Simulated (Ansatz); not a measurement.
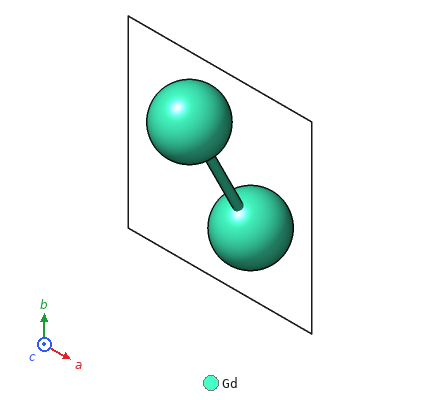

The structure, seen along [001]; the drawing may span several cells.

Given this structure, coordinates from a relaxation with DFT PBEsol, scalar-relativistic, plane waves, PAW in Ansatz 0.2.0, written in its standard cell:

```yaml
crystal:
  lattice:
    - [3.56705, 0.00000, 0.00000]
    - [-1.78352, 3.08916, 0.00000]
    - [0.00000, 0.00000, 5.69224]
  atoms:
    - { symbol: Gd, position: [0.33333, 0.66667, 0.75000] }
    - { symbol: Gd, position: [0.66667, 0.33333, 0.25000] }
```

> What does the kinematic electron diffraction pattern along [001] look like at 120 kV (B = 0.3 Å²)?

The spots form a hexagonal net with both shortest vectors at d = 3.09 Å, 60.0° apart. They are 1 -1 0 and 1 0 0. The pattern has symmetry 6mm. No reflection of this zone is absent.

Strongest reflections with d > 0.95 Å, one of each family (|F|² from tabulated Gaussian fits of the electron scattering factors, times a small damping for the curvature of the Ewald sphere):

```csv
hkl,d (Å),I (strongest = 100)
2 -1 0,1.784,100
1 0 0,3.089,64
3 0 0,1.030,27
2 0 0,1.545,19
3 -1 0,1.168,10
```

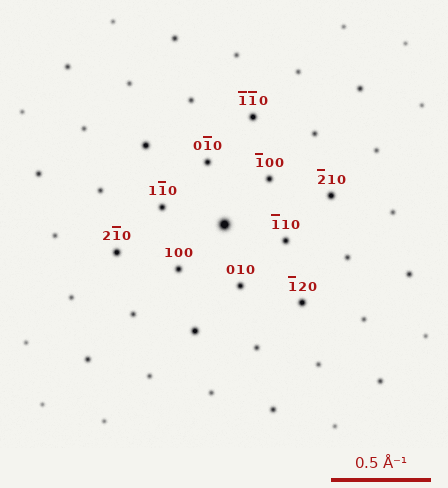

Calculated pattern, seen from the source side with [001] pointing towards the source.
